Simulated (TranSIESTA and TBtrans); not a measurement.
System: Si chain with one bond stretched by 0.6 Å. Leads: straight Si chain, spacing 2.137 Å. Geometry: as built, not relaxed.

Computed with TranSIESTA and TBtrans, PBE, DZP numerical orbitals (energy shift 0.15 eV), PseudoDojo norm-conserving scalar-relativistic potentials, mesh cutoff 200 Ry, 300 K, no spin polarisation, no spin-orbit coupling; self-consistent non-equilibrium Green functions.

Energies count from the leads' Fermi level. Transmissions are for one spin of a degenerate pair. The energy step is 0.01 eV; narrower resonances are cut or missed.

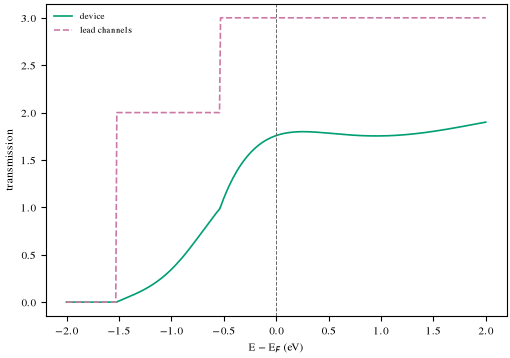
Fig. 1. Transmission against energy

| E (eV) | T | lead channels |
|---|---|---|
| -2.00 | 0 | 0 |
| -1.80 | 0 | 0 |
| -1.60 | 0 | 0 |
| -1.40 | 0.059 | 2 |
| -1.20 | 0.17 | 2 |
| -1.00 | 0.34 | 2 |
| -0.80 | 0.60 | 2 |
| -0.60 | 0.90 | 2 |
| -0.40 | 1.33 | 3 |
| -0.20 | 1.63 | 3 |
| 0.00 | 1.76 | 3 |
| 0.20 | 1.80 | 3 |
| 0.40 | 1.79 | 3 |
| 0.60 | 1.77 | 3 |
| 0.80 | 1.76 | 3 |
| 1.00 | 1.75 | 3 |
| 1.20 | 1.76 | 3 |
| 1.40 | 1.79 | 3 |
| 1.60 | 1.82 | 3 |
| 1.80 | 1.86 | 3 |
| 2.00 | 1.90 | 3 |

The straight chain is held at its spacing; free chains may zigzag or dimerise. No spin-polarised start was tried, so a magnetic state, if there is one, is missed.
